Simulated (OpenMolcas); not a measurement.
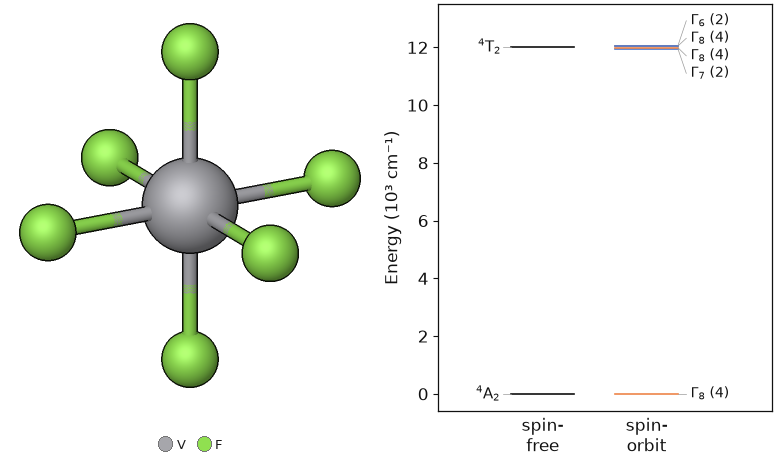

V²⁺ (3d³) as a dopant in NaF, a cluster with its 6 nearest F⁻ at 2.080 Å (octahedron) embedded in model potentials and point charges; the geometry was set, not optimised, and its levels. Labels give the representation in O, Td, D4 or D3 as the site allows (double group for half-integer spin) where it could be assigned and, in brackets, the degeneracy; spin-free states, where drawn, share the zero of the spin-orbit levels. Level of the calculation: state-averaged CASSCF, active space 3 electrons in the shell 3d, basis ANO-RCC-VDZP on all atoms, DKH2 scalar Hamiltonian, spin-orbit coupling by RASSI with atomic mean-field integrals (OpenMolcas).

Q: Give the ground level, the first gap and the ligand-field bands.

A: The ground level is Γ₈, 4-fold degenerate, 100 % from states of spin multiplicity 4. The next level lies at 11,900 cm⁻¹ (Γ₇). The lowest spin-free state is ⁴A₂, from the free-ion F term; of the same spin there follows at 12,000 cm⁻¹ (⁴T₂) above it. A ligand-field fit to the spin-free states gives |10Dq| = 12,500 cm⁻¹, B = 928 and C = 3,480 cm⁻¹ (rms misfit 200 cm⁻¹). The active orbitals hold 93 to 97 % metal character (Löwdin), and the Mulliken charge of the metal is +1.70.

Known limits: the geometry is set by hand, with no relaxation and no charge compensation.
